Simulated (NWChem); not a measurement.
# AlH2ClO (SMILES [OH][AlH][Cl]): levels of theory compared

Aim: a comparison of 3 runs (MP2/cc-pVDZ, MP2/jun-cc-pV(D+d)Z, MP2/aug-cc-pVDZ) of AlH2ClO. 

The results are computed with NWChem 7.3.0.

## 1. Starting point

AlH2ClO has 5 atoms, charge 0, and is taken as a singlet. SMILES: `[OH][AlH][Cl]`. Geometry: relaxed at PBE0-D4/def2-TZVP. This is one conformer, not always the lowest.

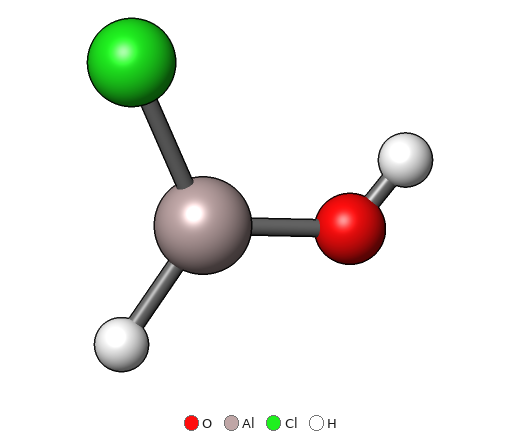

The structure, seen from a chosen angle (oxygen red, aluminium light grey, chlorine green, hydrogen white).

## 2. Energy and gradient at MP2/cc-pVDZ (run 1)

mol.xyz reads:

```xyz
5

O     -1.110100     0.370900    -0.514400
Al     0.431000     0.184900     0.137500
Cl     1.114900    -1.725400     0.662800
H     -1.719500    -0.349100    -0.669500
H      1.333500     1.445000     0.342200
```

mol.nw reads:

```
start mol
memory total 2200 mb

geometry units angstroms noautosym nocenter noautoz
 load format xyz mol.xyz
end

basis "ao basis" spherical bse
 * library cc-pVDZ
end

scf
 thresh 1e-08
 maxiter 80
 noprint "final vectors analysis"
end

mp2
 freeze core 11
 tight
end

task mp2 gradient
```

Command:

```
$ nwchem mol.nw > mol.out
```

The program printed:

```text
[...]
  functions       =    60
[...]
  wavefunction    = RHF
[...]
         Total SCF energy =   -777.574587509805
      One-electron energy =  -1335.151728174899
      Two-electron energy =    428.275540529763
 Nuclear repulsion energy =    129.301600135331
        Time for solution =     28.5s
[...]
          Total MP2 energy          -777.959930028300
[...]
                         mp2 ENERGY GRADIENTS
    atom               coordinates                        gradient
                 x          y          z           x          y          z
   1 O      -2.097785   0.700899  -0.972075    0.017223  -0.009032   0.008180
   2 Al      0.814472   0.349410   0.259837   -0.017765  -0.007122  -0.006308
   3 Cl      2.106856  -3.260533   1.252510   -0.004517   0.010856  -0.003245
   4 H      -3.249384  -0.659703  -1.265172    0.005098   0.005589   0.001355
   5 H       2.519950   2.730654   0.646664   -0.000039  -0.000291   0.000019
[...]
```

Wall time 78 s (1 thread of AMD EPYC 7R13 (Zen 3), shared host); peak memory 0.13 GiB.

## 3. Energy and gradient at MP2/jun-cc-pV(D+d)Z (run 2)

alclh2o.nw reads:

```
start alclh2o
memory total 2200 mb

geometry units angstroms noautosym nocenter noautoz
   O       -1.110100       0.370900      -0.514400
   Al       0.431000       0.184900       0.137500
   Cl       1.114900      -1.725400       0.662800
   H       -1.719500      -0.349100      -0.669500
   H        1.333500       1.445000       0.342200
end

basis spherical bse
   * library "jun-cc-pV(D+d)Z"
end

scf
   nopen 0
   rhf
   thresh 1e-08
   maxiter 80
   print low
end

mp2
   freeze core 11
   tight
end

task mp2 gradient
```

Command:

```
$ nwchem alclh2o.nw > alclh2o.out
```

The program printed:

```text
[...]
  functions       =    82
[...]
  wavefunction    = RHF
[...]
         Total SCF energy =   -777.591852838077
      One-electron energy =  -1335.040598442492
      Two-electron energy =    428.147145469083
 Nuclear repulsion energy =    129.301600135331
        Time for solution =     42.0s
[...]
          Total MP2 energy          -777.986040539604
[...]
                         mp2 ENERGY GRADIENTS
    atom               coordinates                        gradient
                 x          y          z           x          y          z
   1 O      -2.097785   0.700899  -0.972075    0.008646  -0.007965   0.004548
   2 Al      0.814472   0.349410   0.259837   -0.014255  -0.004567  -0.005208
   3 Cl      2.106856  -3.260533   1.252510   -0.001951   0.004780  -0.001415
   4 H      -3.249384  -0.659703  -1.265172    0.006579   0.006381   0.001856
   5 H       2.519950   2.730654   0.646664    0.000981   0.001371   0.000219
[...]
```

Run time: 2 min. Hardware: 1 thread of AMD EPYC 7R13 (Zen 3), shared host; peak memory 0.19 GiB.

## 4. Energy and forces at MP2/aug-cc-pVDZ (run 3)

nw.nw reads:

```
start nw
memory stack 880 mb heap 220 mb global 1100 mb
charge 0

geometry units angstroms noautosym nocenter noautoz
O       -1.110100       0.370900      -0.514400
Al       0.431000       0.184900       0.137500
Cl       1.114900      -1.725400       0.662800
H       -1.719500      -0.349100      -0.669500
H        1.333500       1.445000       0.342200
end

basis spherical bse
O library aug-cc-pVDZ
Al library aug-cc-pVDZ
Cl library aug-cc-pVDZ
H library aug-cc-pVDZ
end

scf
singlet
rhf
thresh 1e-08
maxiter 80
print low
end

mp2
freeze core 11
tight
end

task mp2 gradient
```

Command:

```
$ nwchem nw.nw > nw.out
```

The program printed:

```text
[...]
  functions       =    95
[...]
  wavefunction    = RHF
[...]
         Total SCF energy =   -777.592118199713
      One-electron energy =  -1335.054879821565
      Two-electron energy =    428.161161486521
 Nuclear repulsion energy =    129.301600135331
        Time for solution =     56.9s
[...]
          Total MP2 energy          -778.006772630545
[...]
                         mp2 ENERGY GRADIENTS
    atom               coordinates                        gradient
                 x          y          z           x          y          z
   1 O      -2.097785   0.700899  -0.972075    0.017961  -0.007414   0.008272
   2 Al      0.814472   0.349410   0.259837   -0.016856  -0.011258  -0.005404
   3 Cl      2.106856  -3.260533   1.252510   -0.005289   0.014389  -0.004016
   4 H      -3.249384  -0.659703  -1.265172    0.004366   0.004668   0.001176
   5 H       2.519950   2.730654   0.646664   -0.000183  -0.000385  -0.000028
[...]
```

Wall time 2.6 min (1 thread of AMD EPYC 7R13 (Zen 3), shared host); peak memory 0.25 GiB.

## 5. All runs side by side

```csv
run,level,energy (Eh),dipole moment (D),correlation energy (mEh),largest force (eV/Å),wall time
1,MP2/cc-pVDZ,-777.959930,0.97,-385.3,1.085,78 s
2,MP2/jun-cc-pV(D+d)Z,-777.986041,0.72,-394.2,0.815,2 min
3,MP2/aug-cc-pVDZ,-778.006773,0.71,-414.7,1.086,2.6 min
```

## 6. Results

| quantity | value |
| --- | --- |
| run 3: total energy | -778.00677 Eh |
| run 3: dipole moment (of the density that the program reports) | 0.71 D |
| run 3: correlation energy (11 core orbitals frozen) | -414.7 mEh |
| run 3: largest force on an atom | 1.086 eV/Å |

The dipole moment (its size) runs from 0.71 D (MP2/aug-cc-pVDZ) to 0.97 D (MP2/cc-pVDZ). All runs together took 5.9 min, the longest 2.6 min.
